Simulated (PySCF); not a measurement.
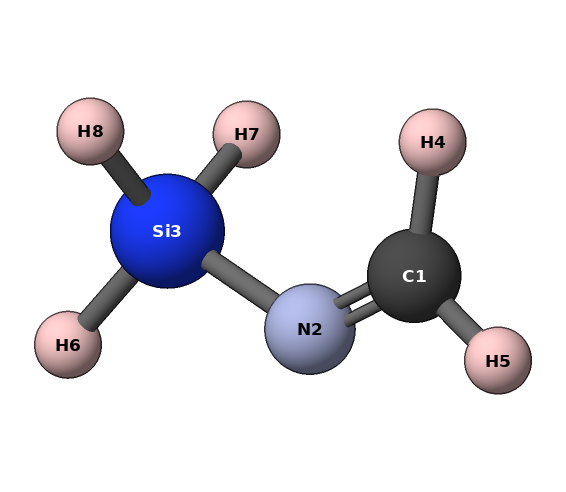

The questions are on isotropic NMR shieldings of the H atoms. Geometry: a frame of a GFN2-xTB molecular-dynamics simulation, not a minimum. Properties computed with GIAO PBE0/pcSseg-1 NMR shielding, non-relativistic, gas phase (PySCF 2.14.0).

List the isotropic NMR shieldings of the H atoms.

| atom | σ (ppm) |
| --- | --- |
| H4 | 21.16 |
| H5 | 22.59 |
| H6 | 25.86 |
| H7 | 26.13 |
| H8 | 26.89 |
